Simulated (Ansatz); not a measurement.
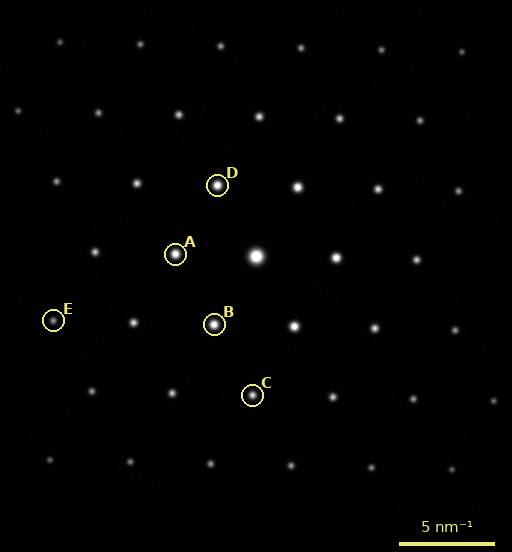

Simulated selected-area electron diffraction pattern (200 kV, kinematic approximation, thin crystal, B = 0.8 Å² for all atoms). The zone axis points towards the electron source and the pattern is seen from the source side.

Ta, space group Im-3m (No. 229), a = 3.335 Å. Structure: the input geometry of an electronic-structure calculation (not necessarily at equilibrium).

```
Ta
1.0
     3.33522    0.00000    0.00000
     0.00000    3.33522    0.00000
     0.00000    0.00000    3.33522
Ta
2
Direct
  0.00000 0.00000 0.00000
  0.50000 0.50000 0.50000
```

Spot A is indexed -1 1 0 and spot B -1 0 1.

What are the indices of the remaining marked spots?

Answer. C = −A + 2B = -1 -1 2 (d = 1.362 Å). D = A − B = 0 1 -1 (d = 2.358 Å). E = 2A + B = -3 2 1 (d = 0.891 Å).

Find the zone axis.

Answer. The cross product of A and B is parallel to [111]; every spot obeys hu + kv + lw = 0.

What are the spacings of A and B and the angle between them?

Answer. d(A) = 2.358 Å, d(B) = 2.358 Å, and the angle is 60.0°.
